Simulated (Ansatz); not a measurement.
```sh
ansatz run in.yaml --threads 2 --pin off --events-out ev --progress --plain --max-ram 4352MiB
```

```yaml
crystal:
  periodic: [false, false, false]
  atoms:
    - {symbol: C, position_ang: [-1.293140, 0.705030, -0.799819]}
    - {symbol: Al, position_ang: [0.481860, -0.003459, -0.718838]}
    - {symbol: N, position_ang: [0.934486, -0.648200, 1.121644]}
    - {symbol: H, position_ang: [-2.038975, -0.051255, -0.533443]}
    - {symbol: H, position_ang: [-1.527465, 1.062589, -1.805088]}
    - {symbol: H, position_ang: [-1.422702, 1.544574, -0.108877]}
    - {symbol: H, position_ang: [1.752661, -0.274199, -1.587233]}
    - {symbol: H, position_ang: [1.194673, -1.636112, 1.127108]}
    - {symbol: H, position_ang: [1.742862, -0.158522, 1.509657]}
    - {symbol: H, position_ang: [0.175739, -0.540435, 1.794890]}
basis:
  gaussian: {orbitals: def2-TZVPP}
total_charge: 1
correlation: {method: ccsd_t}
```

Describe the molecule in this file.

The species is CH₇AlN⁺. Its SMILES string is `[CH3][AlH][NH3+]`. The point group is Cs. Coordination: 1 C tetrahedral; 1 Al trigonal planar; 1 N tetrahedral.

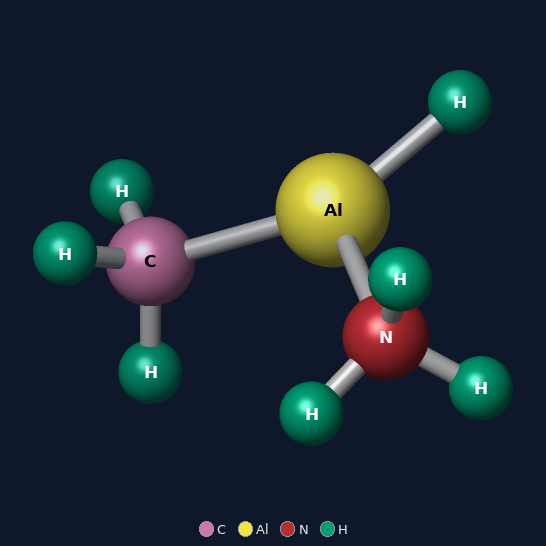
